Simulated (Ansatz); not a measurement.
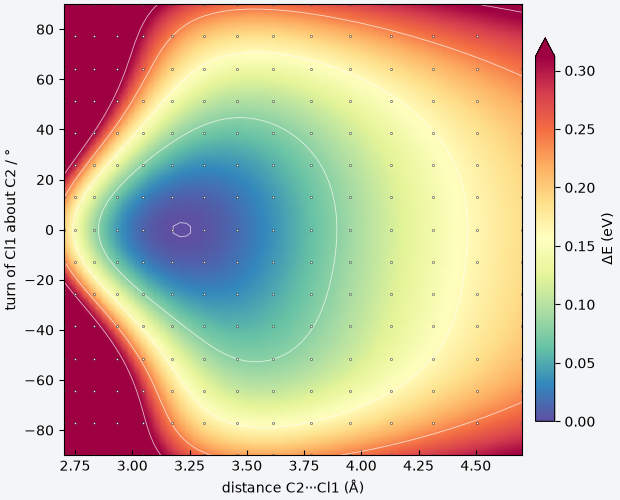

The pair Cl···CH₃F, charge −1. The turn is about an axis along (−0.47, −0.88, −0.09) in the frame of the relaxed pair, normal to the line between the partners. Coordinates scanned: (1) distance C2···Cl1; (2) turn of Cl1 about C2. Grid: 15 × 15 points. Points are written as (first, second). Energies: eV, counted from the lowest grid point. This map comes from RHF-MP2, frozen core/def2-TZVPD (Ansatz).

Drawn: a smooth colour map with a few white contour lines, dots at the grid points, one colour for all values above the top of the scale. Between grid points the surface is interpolated.

The lowest grid point is at (3.174 Å, 0.0°). No other kind of well shows on this grid. The highest grid point, (2.701 Å, −77.1°), lies 1.009 eV above the lowest. Round the minimum the two coordinates are nearly uncoupled.

The level of theory is changed to Ansatz, RHF/def2-TZVPD; with it change the reference geometry, relaxed at the new level; the new grid has 15 × 15 points.

Q: What does this change do to the map?

A: The minimum (interpolated where it lies between grid points) moves from about (3.216 Å, 0°) to about (3.446 Å, 0°). The curvature at the minimum changes from about 0.76 to 0.47 eV/Å² along distance C2···Cl1 and from about 0.46 to 0.3 eV/rad² along turn of Cl1 about C2.

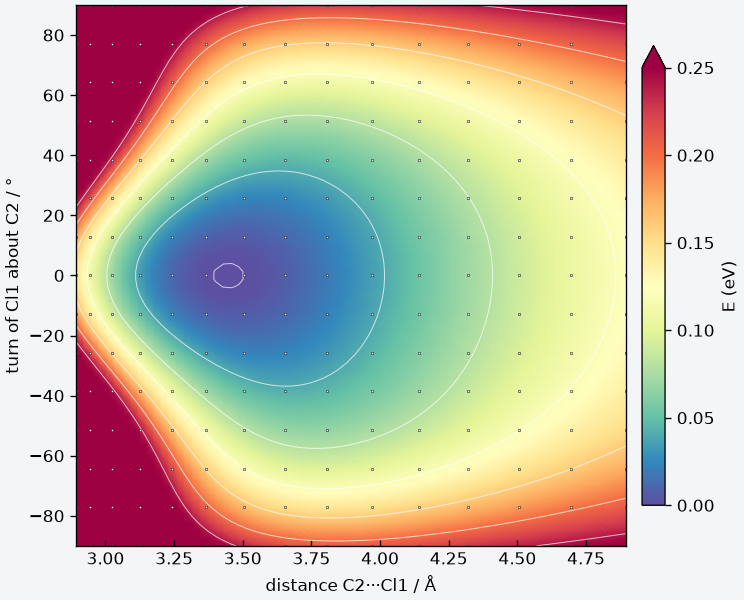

The map after the change, on a colour scale of its own. In the figure: a smooth colour map with a few white contour lines, dots at the grid points, one colour for all values above the top of the scale. Between grid points the surface is interpolated.
